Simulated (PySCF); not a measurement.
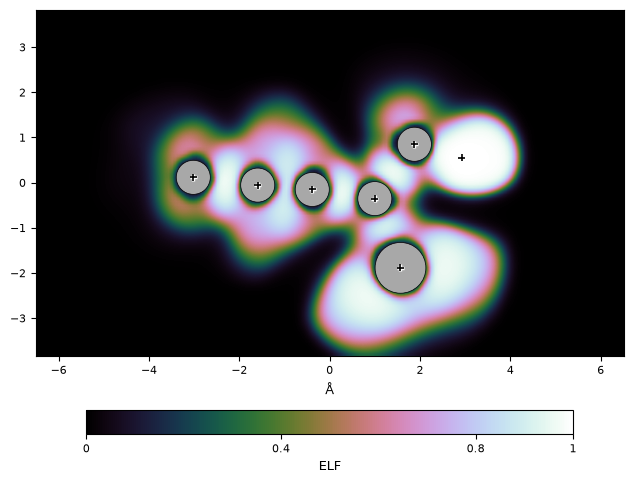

The ELF on a plane through atoms (crosses mark nuclei in the plane; grey discs cover the cores).

These are results of PBE0/pcSseg-1, SCF density, gas phase, non-relativistic (PySCF), not measurements.

Candidates:
A. C$_{7}$H$_{5}$N$_{3}$ (SMILES C=CCC(C#N)(C#N)C#N)
B. CH$_{8}$FN$_{3}$Si (SMILES CN[Si](N)(N)F)
C. C$_{5}$H$_{4}$O$_{2}$S (SMILES CC(=S)C#CC(=O)O)

Which candidate gave the map?

Candidate C: C$_{5}$H$_{4}$O$_{2}$S on the plane of atoms C1, C2 and C4, which holds C, S and H. C–C (1.21 Å): the ELF peaks at about 0.90 between the atoms; a short, multiple covalent bond. C–S (1.63 Å): the ELF peaks at about 0.90 between the atoms, as expected for a covalent bond.
